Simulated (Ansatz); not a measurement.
# Alloy of Ga2O3 and Al2O3 (30 of 48 Ga sites exchanged), 120 atoms, part 2 of 2

Ansatz 0.2.0, PAW. The steps go on from the part before.

### Step 3. HSE06 on the final geometry

Input file in.yaml:

```yaml
crystal:
  lattice:
    - [11.998150, 0.000000, -0.016892]
    - [0.000000, 8.915270, 0.000000]
    - [-2.729759, 0.000000, 11.070183]
  atoms:
    - { symbol: Al, position: [0.410548, 0.170231, 0.103540] }
    - { symbol: Al, position: [0.410406, 0.497734, 0.101340] }
    - { symbol: Al, position: [0.407232, 0.501601, 0.602130] }
    - { symbol: Al, position: [0.408828, 0.830238, 0.603443] }
    - { symbol: Al, position: [0.157625, 0.168579, 0.157748] }
    - { symbol: Al, position: [0.157139, 0.169253, 0.660144] }
    - { symbol: Al, position: [0.158914, 0.496689, 0.157098] }
    - { symbol: Al, position: [0.157955, 0.497759, 0.662070] }
    - { symbol: Al, position: [0.093414, 0.003953, 0.398589] }
    - { symbol: Al, position: [0.089806, 0.000255, 0.897455] }
    - { symbol: Al, position: [0.095595, 0.332247, 0.399960] }
    - { symbol: Al, position: [0.093070, 0.333603, 0.899437] }
    - { symbol: Al, position: [0.091637, 0.665960, 0.897120] }
    - { symbol: Al, position: [0.909926, 0.001877, 0.102111] }
    - { symbol: Al, position: [0.911240, 0.000829, 0.603537] }
    - { symbol: Al, position: [0.911971, 0.331954, 0.104696] }
    - { symbol: Al, position: [0.913170, 0.334024, 0.603932] }
    - { symbol: Al, position: [0.909298, 0.666164, 0.604200] }
    - { symbol: Al, position: [0.657622, 0.001368, 0.155561] }
    - { symbol: Al, position: [0.657130, 0.333497, 0.155245] }
    - { symbol: Al, position: [0.657415, 0.665714, 0.155134] }
    - { symbol: Al, position: [0.657693, 0.666987, 0.662468] }
    - { symbol: Al, position: [0.339952, 0.334160, 0.337229] }
    - { symbol: Al, position: [0.342894, 0.335414, 0.841946] }
    - { symbol: Al, position: [0.342204, 0.663561, 0.840657] }
    - { symbol: Al, position: [0.590816, 0.168209, 0.395343] }
    - { symbol: Al, position: [0.589013, 0.168108, 0.898634] }
    - { symbol: Al, position: [0.587570, 0.500761, 0.897468] }
    - { symbol: Al, position: [0.590546, 0.831695, 0.897692] }
    - { symbol: Al, position: [0.843753, 0.833459, 0.839949] }
    - { symbol: Ga, position: [0.406267, 0.168721, 0.600765] }
    - { symbol: Ga, position: [0.413320, 0.832615, 0.102365] }
    - { symbol: Ga, position: [0.158151, 0.834153, 0.153101] }
    - { symbol: Ga, position: [0.157960, 0.834290, 0.657038] }
    - { symbol: Ga, position: [0.091050, 0.665021, 0.398695] }
    - { symbol: Ga, position: [0.911628, 0.665737, 0.102427] }
    - { symbol: Ga, position: [0.657584, 0.999798, 0.658274] }
    - { symbol: Ga, position: [0.658348, 0.334667, 0.657454] }
    - { symbol: Ga, position: [0.340381, 0.001793, 0.342790] }
    - { symbol: Ga, position: [0.342967, 0.001601, 0.844761] }
    - { symbol: Ga, position: [0.339354, 0.664654, 0.343899] }
    - { symbol: Ga, position: [0.590309, 0.497928, 0.397813] }
    - { symbol: Ga, position: [0.592138, 0.834444, 0.398400] }
    - { symbol: Ga, position: [0.842574, 0.167805, 0.341975] }
    - { symbol: Ga, position: [0.844097, 0.165903, 0.844968] }
    - { symbol: Ga, position: [0.841379, 0.498783, 0.342995] }
    - { symbol: Ga, position: [0.843722, 0.500549, 0.843428] }
    - { symbol: Ga, position: [0.842078, 0.834428, 0.342371] }
    - { symbol: O, position: [0.330210, 0.174526, 0.441564] }
    - { symbol: O, position: [0.340697, 0.174376, 0.948310] }
    - { symbol: O, position: [0.336862, 0.492578, 0.446620] }
    - { symbol: O, position: [0.342367, 0.499459, 0.945267] }
    - { symbol: O, position: [0.332193, 0.833415, 0.450250] }
    - { symbol: O, position: [0.334724, 0.827069, 0.943347] }
    - { symbol: O, position: [0.324845, 0.173068, 0.213210] }
    - { symbol: O, position: [0.323168, 0.173056, 0.719686] }
    - { symbol: O, position: [0.325804, 0.492746, 0.212907] }
    - { symbol: O, position: [0.327006, 0.498890, 0.718011] }
    - { symbol: O, position: [0.326644, 0.834597, 0.218299] }
    - { symbol: O, position: [0.328825, 0.827624, 0.718120] }
    - { symbol: O, position: [0.009693, 0.168669, 0.373148] }
    - { symbol: O, position: [0.009874, 0.168078, 0.872821] }
    - { symbol: O, position: [0.006189, 0.492087, 0.371649] }
    - { symbol: O, position: [0.009953, 0.499266, 0.872931] }
    - { symbol: O, position: [0.008450, 0.840198, 0.373866] }
    - { symbol: O, position: [0.008076, 0.832477, 0.872628] }
    - { symbol: O, position: [0.162166, 0.007211, 0.051513] }
    - { symbol: O, position: [0.162583, 0.007954, 0.554384] }
    - { symbol: O, position: [0.159691, 0.332525, 0.054816] }
    - { symbol: O, position: [0.158935, 0.334222, 0.557461] }
    - { symbol: O, position: [0.161173, 0.659785, 0.051964] }
    - { symbol: O, position: [0.165576, 0.659200, 0.558549] }
    - { symbol: O, position: [0.836643, 0.001239, 0.449386] }
    - { symbol: O, position: [0.840848, 0.993185, 0.947088] }
    - { symbol: O, position: [0.836415, 0.332896, 0.450682] }
    - { symbol: O, position: [0.838245, 0.333739, 0.950771] }
    - { symbol: O, position: [0.838430, 0.666885, 0.449230] }
    - { symbol: O, position: [0.838154, 0.672975, 0.943149] }
    - { symbol: O, position: [0.170356, 0.007551, 0.281150] }
    - { symbol: O, position: [0.170496, 0.005336, 0.782894] }
    - { symbol: O, position: [0.173066, 0.334099, 0.281700] }
    - { symbol: O, position: [0.173791, 0.335032, 0.784435] }
    - { symbol: O, position: [0.171726, 0.659473, 0.277905] }
    - { symbol: O, position: [0.175057, 0.659805, 0.785503] }
    - { symbol: O, position: [0.823729, 0.001627, 0.211389] }
    - { symbol: O, position: [0.830931, 0.995092, 0.718546] }
    - { symbol: O, position: [0.823998, 0.332312, 0.211998] }
    - { symbol: O, position: [0.829925, 0.333493, 0.716554] }
    - { symbol: O, position: [0.822854, 0.666591, 0.215624] }
    - { symbol: O, position: [0.827221, 0.671922, 0.716888] }
    - { symbol: O, position: [0.496867, 0.007097, 0.128187] }
    - { symbol: O, position: [0.491361, 0.995330, 0.626941] }
    - { symbol: O, position: [0.496063, 0.334053, 0.128218] }
    - { symbol: O, position: [0.493590, 0.339777, 0.628013] }
    - { symbol: O, position: [0.497846, 0.659394, 0.129599] }
    - { symbol: O, position: [0.493535, 0.665681, 0.626439] }
    - { symbol: O, position: [0.505275, 0.005959, 0.373415] }
    - { symbol: O, position: [0.509196, 0.999582, 0.872207] }
    - { symbol: O, position: [0.501299, 0.327527, 0.371526] }
    - { symbol: O, position: [0.505083, 0.333568, 0.870550] }
    - { symbol: O, position: [0.501794, 0.666985, 0.369984] }
    - { symbol: O, position: [0.504186, 0.667407, 0.871402] }
    - { symbol: O, position: [0.659346, 0.167521, 0.053316] }
    - { symbol: O, position: [0.662214, 0.166815, 0.550415] }
    - { symbol: O, position: [0.659277, 0.500016, 0.052203] }
    - { symbol: O, position: [0.666065, 0.507457, 0.557493] }
    - { symbol: O, position: [0.657062, 0.832960, 0.053607] }
    - { symbol: O, position: [0.664474, 0.827188, 0.558436] }
    - { symbol: O, position: [0.669684, 0.167804, 0.279543] }
    - { symbol: O, position: [0.671759, 0.166563, 0.785286] }
    - { symbol: O, position: [0.671246, 0.498436, 0.276802] }
    - { symbol: O, position: [0.670505, 0.506372, 0.784196] }
    - { symbol: O, position: [0.670784, 0.834542, 0.276148] }
    - { symbol: O, position: [0.674268, 0.828233, 0.785726] }
    - { symbol: O, position: [0.994858, 0.166174, 0.127785] }
    - { symbol: O, position: [0.995089, 0.166727, 0.628961] }
    - { symbol: O, position: [0.998269, 0.494077, 0.129391] }
    - { symbol: O, position: [0.994973, 0.501467, 0.629319] }
    - { symbol: O, position: [0.995109, 0.839422, 0.130826] }
    - { symbol: O, position: [0.991881, 0.832869, 0.626579] }
kpoints:
  mp_grid: { grid: [1, 1, 1] }
hamiltonian:
  xc: hse06
scf:
  occupations: { method: fermi_dirac, width: 0.01 }
output:
  forces: true
  eigenvalues: true
  populations: true
  eigenstates: { kpoints: [[0, 0, 0]], e_range: [-6.0, 6.0], localisation: true }
  write_density: true
  write_potential: true
  elf: true
  volumetric_format: npy
```

Run with:

```sh
$ ansatz run in.yaml --threads 4 --pin off --max-ram 42750MiB --runs-dir r --events-out ev --progress --plain --backend cuda --devices 0, --max-vram 37GiB
```

What it wrote:

```text
Pseudopotentials: kind: paw
Functional definition: HSE06
  parameter a = 0.25
  parameter omega = 0.11/bohr
  exchange = pbe_x - a*pbe_x_sr(omega) + a*exact_x_sr(omega)
  correlation = pbe_c
Crystal: 120 atoms, lattice volume = 1183.730 Å³
Basis set: ecut = 420 eV, 23083 PW (Γ), exchange–correlation on 162×120×160 points (8 copies of the dense FFT grid, shifted against one another)
Bands: 498, of which v1, the nominal top of the filled ones, is band 378 counted from 1 (377 counted from 0)
Symmetry: 1 space group operations
Space group: P1 (ITA 1), of the structure as read, at distance tolerance 1.1e-4 Å
k-points: 1
Non-local potential: Al, projectors of the file, l = 0: 2, l = 1: 2, l = 2: 1
Non-local potential: Ga, projectors of the file, l = 0: 2, l = 1: 2, l = 2: 3, l = 3: 1
Non-local potential: O, projectors of the file, l = 0: 2, l = 1: 2, l = 2: 1
PAW form: soft (Blöchl's): semilocal exchange-correlation on the pseudo side does not see the compensation charge
PAW frozen core: Al, regenerated for the run's functional, and the local potential with it (the file was generated under x = pbe(κ = 0.804, μ = 0.2195149727645171), c = pbe(β = 0.06672455060314922))
PAW frozen core: Ga, regenerated for the run's functional, and the local potential with it (the file was generated under x = pbe(κ = 0.804, μ = 0.2195149727645171), c = pbe(β = 0.06672455060314922))
PAW frozen core: O, regenerated for the run's functional, and the local potential with it (the file was generated under x = pbe(κ = 0.804, μ = 0.2195149727645171), c = pbe(β = 0.06672455060314922))
PAW one-centre angular grid: Al, 110 points (default); XC on 64 Gauss nodes
PAW one-centre angular grid: Ga, 590 points (default); XC on 64 Gauss nodes
PAW one-centre angular grid: O, 110 points (default); XC on 96 Gauss nodes
Initial density: superposition of atomic densities (neutral atoms: chi_scale 0, normalization atom), corrected by the library's trained network
Initial wavefunctions: pseudopotential atomic-orbital guess
Functional: x = pbe(κ = 0.804, μ = 0.2195149727645171), c = pbe(β = 0.06672455060314922), warm-up for x = pbe(κ = 0.804, μ = 0.2195149727645171) + 0.25 (exact − pbe) at short range (hse, ω = 0.20786987370883472 Å⁻¹), c = pbe(β = 0.06672455060314922); HSE06 as pw.x's `hse` composes it (authors' and Libxc's form: `xc: wpbeh`)
SCF iter   1: F=—  HF=-125198.838474 eV  |F-HF|=—  |Δ(HF+E_count)|=         —  Δρ=2.14e-3  dr2=4.06e-2  ethr=1.77e-3  ⟨swp⟩=20.0  Hψ=2631  notcnv=8
preconditioner: auto → none  [insulator: Δε(μ)=3.578 eV  Ē_g=17.355 eV  σ=0.010 eV  W_gap=1.00  n_scr=328 (ndim 8)  ℏωp=29.7 eV  f_vac=0.000  D(μ)=0.00/eV (n_scr^D=0)]
SCF iter   2: F=—  HF=-125198.875778 eV  |F-HF|=—  |Δ(HF+E_count)|=   3.73e-2  Δρ=8.73e-4  dr2=4.44e-3  ethr=5.37e-6  ⟨swp⟩=9.0  Hψ=2042  notcnv=0  defer=21
iter 3 solved again at ethr=5.15e-8 eV; its pass at ethr=5.87e-7 eV (dr2=3.89e-4 eV) is discarded
SCF iter   3: F=-125198.879938 eV  HF=-125198.879530 eV  |F-HF|=4.08e-4  |Δ(HF+E_count)|=   3.75e-3  Δρ=2.56e-4  dr2=3.87e-4  ethr=5.15e-8  ⟨swp⟩=5.0  Hψ=2234  notcnv=0  defer=20
SCF 1 stopped early in 3 iterations: F = -125198.879938 eV  dr2 = 3.87e-4
Initial density: handed on by an earlier stage of this run
Initial wavefunctions: those handed on with the density
Functional: x = pbe(κ = 0.804, μ = 0.2195149727645171) + 0.25 (exact − pbe) at short range (hse, ω = 0.20786987370883472 Å⁻¹), c = pbe(β = 0.06672455060314922); HSE06 as pw.x's `hse` composes it (authors' and Libxc's form: `xc: wpbeh`)
Exchange kernel: α = 0.2500, screened, ω = 0.2079 Å⁻¹, Wigner–Seitz truncation, v(0) = 923.7482 eV·Å³, q-mesh 1×1×1, nearest image of the exchange supercell L = 8.92 Å, pair-density grid 60×45×54, without the augmentation charges, whose exchange is taken in its separable form (sized by the pseudopotential files, 80×60×75 at the most), smooth part of the exact exchange by density-matrix convolution [...]
Frozen-core exchange: fock
SCF iter   1: F=—  HF=-125215.085408 eV  |F-HF|=—  |Δ(HF+E_count)|=         —  Δρ=1.21e-2  dr2=7.97e-1  ethr=5.11e-7  ⟨swp⟩=20.0  Hψ=2886  notcnv=1
preconditioner: auto → none  [insulator: Δε(μ)=5.374 eV  Ē_g=20.218 eV  σ=0.010 eV  W_gap=1.00  n_scr=328 (ndim 8)  ℏωp=29.7 eV  f_vac=0.000  D(μ)=0.00/eV (n_scr^D=0)]
SCF iter   2: F=—  HF=-125214.757435 eV  |F-HF|=—  |Δ(HF+E_count)|=   3.28e-1  Δρ=4.66e-3  dr2=1.18e-1  ethr=5.11e-7  ⟨swp⟩=5.0  Hψ=2063  notcnv=0
SCF iter   3: F=—  HF=-125215.053919 eV  |F-HF|=—  |Δ(HF+E_count)|=   2.96e-1  Δρ=2.89e-3  dr2=4.66e-2  ethr=5.11e-7  ⟨swp⟩=8.0  Hψ=2086  notcnv=0
SCF iter   4: F=—  HF=-125215.041315 eV  |F-HF|=—  |Δ(HF+E_count)|=   1.26e-2  Δρ=7.06e-4  dr2=2.47e-3  ethr=5.11e-7  ⟨swp⟩=4.0  Hψ=1605  notcnv=0
SCF iter   5: F=—  HF=-125215.044960 eV  |F-HF|=—  |Δ(HF+E_count)|=   3.64e-3  Δρ=3.78e-4  dr2=1.37e-3  ethr=2.73e-7  ⟨swp⟩=10.0  Hψ=1430  notcnv=0  defer=10
SCF iter   6: F=—  HF=-125215.044667 eV  |F-HF|=—  |Δ(HF+E_count)|=   2.93e-4  Δρ=1.67e-4  dr2=3.59e-4  ethr=1.76e-7  ⟨swp⟩=8.0  Hψ=1203  notcnv=0  defer=2
SCF iter   7: F=-125215.044561 eV  HF=-125215.044570 eV  |F-HF|=8.75e-6  |Δ(HF+E_count)|=   9.69e-5  Δρ=3.32e-5  dr2=5.65e-5  ethr=4.14e-8  ⟨swp⟩=6.0  Hψ=1012  notcnv=0
SCF 2 stopped early in 7 iterations: F = -125215.044561 eV  dr2 = 5.65e-5
  Residual-converged pass: ⟨swp⟩=4.0  Hψ=1494  notcnv=0  max |occ|·‖R‖ = 4.9e-6 eV (tolerance 6.7e-6 eV)  dr2=5.57e-5  dr2_onsite=1.11e-6  max |Δocc| = 0.0e0
[... from here the SCF cycle lines were not kept, up to the last twenty ...]
hybrid outer 1: dexx = +3.359e-1 eV, tail = 6.28e-4 eV
SCF iter   1: F=—  HF=-125215.037985 eV  |F-HF|=—  |Δ(HF+E_count)|=         —  Δρ=3.68e-5  dr2=8.35e-6  ethr=4.15e-7  ⟨swp⟩=20.0  Hψ=1399  notcnv=2
preconditioner: auto → none  [insulator: Δε(μ)=5.390 eV  Ē_g=20.161 eV  σ=0.010 eV  W_gap=1.00  n_scr=328 (ndim 8)  ℏωp=29.7 eV  f_vac=0.000  D(μ)=0.00/eV (n_scr^D=0)]
SCF iter   2: F=—  HF=-125215.038003 eV  |F-HF|=—  |Δ(HF+E_count)|=   1.86e-5  Δρ=2.04e-5  dr2=2.15e-6  ethr=9.05e-10  ⟨swp⟩=7.0  Hψ=1854  notcnv=0  defer=8
SCF iter   3: F=—  HF=-125215.038003 eV  |F-HF|=—  |Δ(HF+E_count)|=   4.22e-8  Δρ=8.25e-6  dr2=2.09e-7  ethr=2.51e-10  ⟨swp⟩=7.0  Hψ=1120  notcnv=0  defer=3
SCF iter   4: F=—  HF=-125215.038004 eV  |F-HF|=—  |Δ(HF+E_count)|=   6.86e-7  Δρ=3.58e-6  dr2=1.21e-7  ethr=2.24e-11  ⟨swp⟩=9.0  Hψ=1682  notcnv=0  defer=13
SCF iter   5: F=-125215.038004 eV  HF=-125215.038004 eV  |F-HF|=5.09e-8  |Δ(HF+E_count)|=   1.68e-8  Δρ=2.28e-6  dr2=5.55e-8  ethr=1.57e-11  ⟨swp⟩=7.0  Hψ=1220  notcnv=0  defer=6
SCF 3 converged in 5 iterations: F = -125215.038004 eV  dr2 = 5.55e-8
  Residual-converged pass: ⟨swp⟩=3.0  Hψ=882  notcnv=0  max |occ|·‖R‖ = 3.3e-6 eV (tolerance 3.4e-6 eV)  dr2=5.59e-8  dr2_onsite=3.51e-9  max |Δocc| = 0.0e0
hybrid outer 2: dexx = +9.116e-6 eV, tail = 2.60e-7 eV, Δε = 1.62e-3 eV (about 3.78e-5 eV left of the loop's levels), ΔF = 6.25e-3 eV/Å (tail 5.28e-4)
NSCF: frozen V_eff on 1 k-points
hybrid SCF converged: 2 outer / 12 inner (+3 warm-up), last move |dexx| = 9.12e-6 eV, tail = 2.60e-7 eV
Stability not checked: this state was not tested for a lower state beside it, because the functional holds exact exchange (a hybrid, or Hartree-Fock), whose exchange loop this test does not read (fock_operator; see scf.lower_state_search)
Free energy (F): -125215.038002 eV
Harris-Foulkes:  -125215.038002 eV  (|F-HF|=5.09e-8)
Internal energy: -125215.038002 eV  (E = F + TS)
E sigma→0 (E₀):  -125215.038002 eV
Fermi energy:    8.719022 eV
--- Per-component energies (eV) ---
  E_band       = -2084.967379
  E_kinetic    = 15730.019383
  E_local      = -67143.006524  (includes V_loc(G=0)·N_el)
  E_nonlocal   = 11485.056292
  E_hartree    = 29381.078139
  E_xc         = -6260.885625
  E_vxc        = -6984.901428  (∫ρ·V_xc dr)
  E_exx        = -2420.596569  (= α·E_x^exact, valence–valence)
  E_paw        = -60580.232694  (= ΣΔE_a)
  E_vpaw       = -9093.263746  (= ΣTr[D̂ρ^β])
  E_aug_tail   = 0.176804  (compensation charges beyond the density's cutoff)
  E_ewald      = -45405.402665
  E_core_change = -1.244524  (= ΣΔE_core)
  E_smearing   = -0.000000  (= −TS)
  E_closure    = -0.000020  (closes the sum)
  Σ components = -125215.038002   (vs F -125215.038002, Δ=-1.46e-11)
--- Forces (eV/Å), atoms counted from 1 ---
  atom   1  Al     0.05202856     0.06424388    -0.01621799
  atom   2  Al     0.08041910    -0.03852201    -0.01061754
[... 50 atoms left out ...]
  atom  53  O      0.17185632    -0.01061987     0.15106228
[... 17 atoms left out ...]
  atom  71  O     -0.15212719     0.05088977    -0.11286564
[... 1 atom left out ...]
  atom  73  O      0.16683476    -0.00835912     0.10973618
[... 1 atom left out ...]
  atom  75  O      0.17514801     0.00823204     0.10605773
  atom  76  O      0.17059021    -0.00697160     0.12278953
  atom  77  O      0.17395403    -0.00109826     0.11272950
[... 18 atoms left out ...]
  atom  96  O     -0.18303204     0.01855778    -0.08523324
[... 7 atoms left out ...]
  atom 104  O     -0.17074307     0.00167947    -0.13722238
[... 16 atoms left out ...]
  max |Σ_I F_I| component: 3.77e-4 eV/Å
--- Band table (eV) ---
  k-point 0: bands = [... 366 lower levels ..., "5.5331", "5.5602", "5.5880", "5.6255", "5.6450", "5.6569", "5.6759", "5.7079", "5.7283", "5.7736", "5.8286", "6.0242", "11.4138", "13.1435", "13.4158", "13.4804", "13.6895", "13.9791", "14.0534", "14.1982", "14.2902", "14.4064", "14.4932", "14.5337", ... 108 higher levels ...]
--- Löwdin populations: 120 sites ---
  site symbol       q [e]
     0     Al      1.5866
     1     Al      1.5830
[... 118 atoms left out ...]
  spilling = 0.005676 (of n_electrons = 756.000000)
```

It took 64 s on 1 × NVIDIA H100 80GB HBM3 with 4 threads of AMD EPYC 7R13, shared host; peak host memory 4.2 GiB.

Top filled level 6.024 eV, lowest empty level 11.414 eV: 5.39 eV apart at the Γ point alone.

Frontier states and how far they spread:

```
level (eV)  spin  filling  atoms sharing it  main element  its share  largest atom
     -0.37  both     2.00              21.3             O       0.95    O69 (0.14)
     -0.35  both     2.00              20.4             O       0.95   O119 (0.11)
     -0.32  both     2.00              11.9             O       0.95    O91 (0.15)
     -0.30  both     2.00              14.7             O       0.95   O117 (0.14)
     -0.25  both     2.00              12.1             O       0.95    O99 (0.14)
     -0.20  both     2.00              27.3             O       0.95             –
      0.00  both     2.00              51.7             O       0.96             –
      5.39  both     0.00             103.7             O       0.56             –
```

On these atoms HSE06 leaves forces up to 0.23 eV/Å (on O53), as they were relaxed at another level of theory (and may have been on other k points).

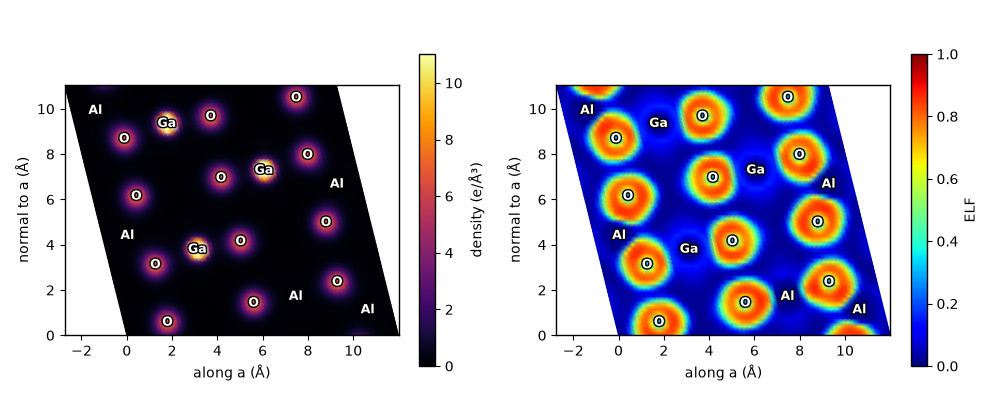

Density (left) and ELF (right) in a lattice plane of the grid's cell (edges 12.00 and 11.40 Å, at 0.000 of the third edge), which holds Al and Ga and O. Only atoms in the plane are labelled; the density scale stops at 11.02 e/Å³. Both are smooth fields of the valence electrons: close to the nuclei they are not physical.

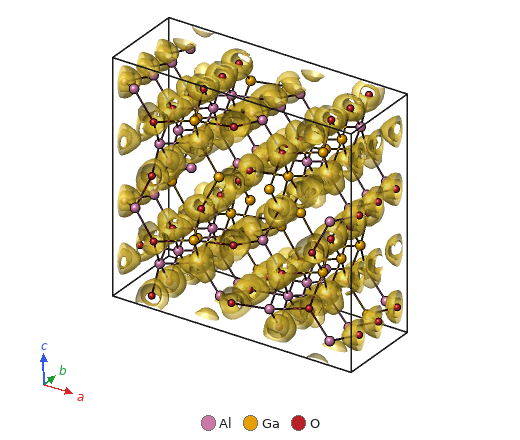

Surface of ELF = 0.81, drawn in one cell.

The highest ELF values outside the cores: 0.88 on the O–Al line, 0.7 Å from O; 0.87 in the shell around O, 0.6 Å from O; 0.87 beside O, off the lines to its neighbours, 0.6 Å from O.

### Step 4. Outcome

This closing draws on all 2 parts. Changes of volume or cell count from the first structure of part 1.

```
             level        time   k points  top filled to lowest empty (eV)
PBEsol, relaxation  15 s (GPU)  (¼, ¼, ¼)                             4.23
             HSE06  64 s (GPU)          Γ                             5.39
```

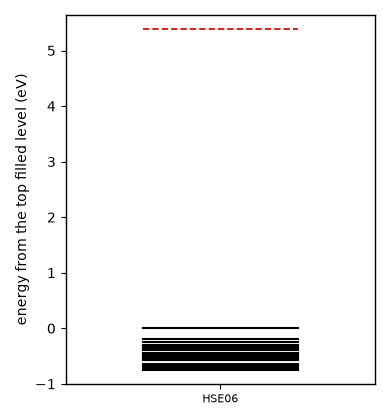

Levels near the gap by HSE06: filled black, empty red and dashed.

```
     quantity                                                                         value
   relaxation                                              6 recorded steps, 3.08 eV gained
largest shift                                                 0.11 Å (O53 and others alike)
 relaxed cell  a = 11.998 Å, b = 8.915 Å, c = 11.402 Å, α = 90.00°, β = 103.93°, γ = 90.00°
   mean bonds                                                      Al–O 1.856, Ga–O 1.956 Å
```

**Reading.** Relaxation gains 3.08 eV, with shifts up to 0.11 Å (O53 and others alike), while the volume changes by +0.2 %. The mean lengths of the listed bonds run from Al–O 1.86 Å to Ga–O 1.96 Å. The relaxation ran on other k points, so part of any difference from the later rows can come from the mesh. With one k point the spacing samples only the states that fold onto it, so it can exceed the gap over the zone.
